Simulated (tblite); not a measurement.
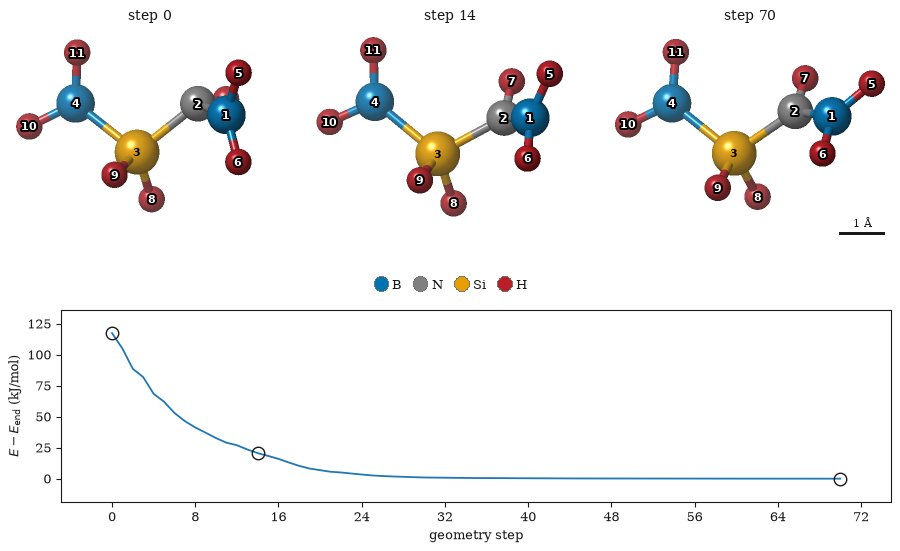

Frames of a relaxation of B₂SiNH₇, marked on the history of the run. Style: ball-and-stick. Shown at a tilt.

Computed with GFN2-xTB geometry optimisation, gas phase (tblite 0.8.0). 

Q: Describe the path.

A: The atom that moves furthest after the best rigid fit is H5 (0.95 Å). Largest moves by element: H 0.95 Å, N 0.28 Å, B 0.14 Å, Si 0.08 Å. Near-neighbour distances that change, for instance: B1–N2 1.485 → 1.392 Å, N2–Si3 1.794 → 1.759 Å, Si3–H8 1.461 → 1.484 Å, N2–H7 1.033 → 1.011 Å. Bond angles that change, for instance: B1–N2–Si3 112.9° → 131.1°, B4–Si3–H9 106.9° → 115.5°, N2–Si3–H8 112.9° → 105.4°. After 70 geometry steps the energy has fallen by 117.4 kJ/mol. Cost: 0.27 s on 1 thread of Arm Neoverse V1, on a shared host. From step 0 to 14: H7 moves most (0.58 Å), energy −96.8 kJ/mol. From step 14 to 70: H5 moves most (0.59 Å), energy −20.6 kJ/mol.

```tsv
step	E − E(0), kJ/mol
0	0.00
1	-12.54
2	-28.82
3	-35.56
4	-48.97
5	-55.37
6	-64.45
7	-71.00
8	-76.13
9	-80.35
10	-84.74
13	-93.88
16	-101.46
19	-109.29
23	-113.27
26	-115.33
29	-116.23
32	-116.66
35	-116.92
38	-117.02
42	-117.17
45	-117.26
48	-117.30
51	-117.32
54	-117.34
57	-117.37
61	-117.40
64	-117.42
67	-117.43
70	-117.43
```
